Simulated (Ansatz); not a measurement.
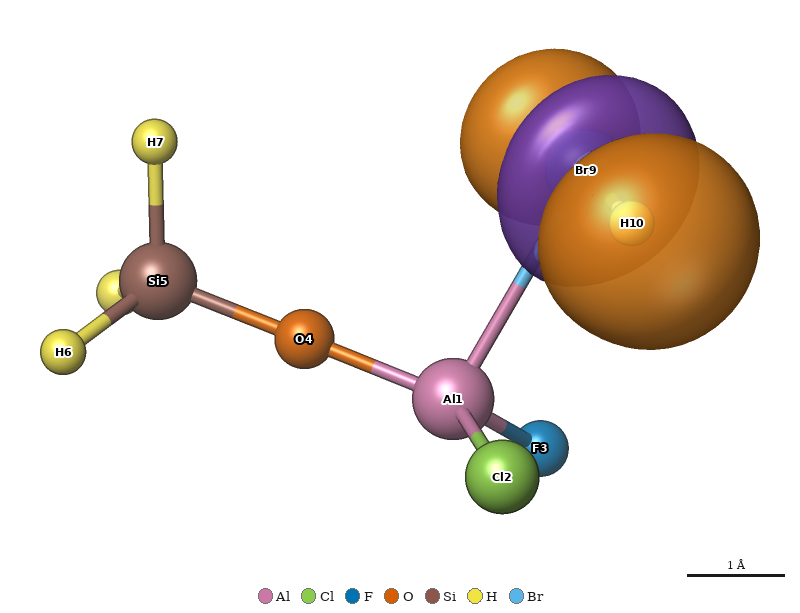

AlBrClFH4OSi. One frontier orbital at ±0.15 Å⁻³ᐟ² (orange and purple are the two phases), seen at a tilt.

Computed with RKS B3LYP/def2-SVP in Ansatz 0.2.0.

```xyz
10

Al    0.2052   -0.1580    0.2775
Cl    0.7859   -0.5129    2.2775
F     1.4300    0.1249   -0.8101
O    -1.2858   -0.7079   -0.2863
Si   -2.7533   -1.2592   -0.7994
H    -3.1284   -2.5051   -0.0696
H    -3.8020   -0.2254   -0.5489
H    -2.7180   -1.5502   -2.2620
Br   -0.4407    2.5081    0.7378
H     0.0568    2.3526    2.0734
```

### Which orbital is it: HOMO or LUMO?

The LUMO, at −1.38 eV. By Hirshfeld shares it lies mainly on Br9 (about 50 %) and H10 (about 45 %).
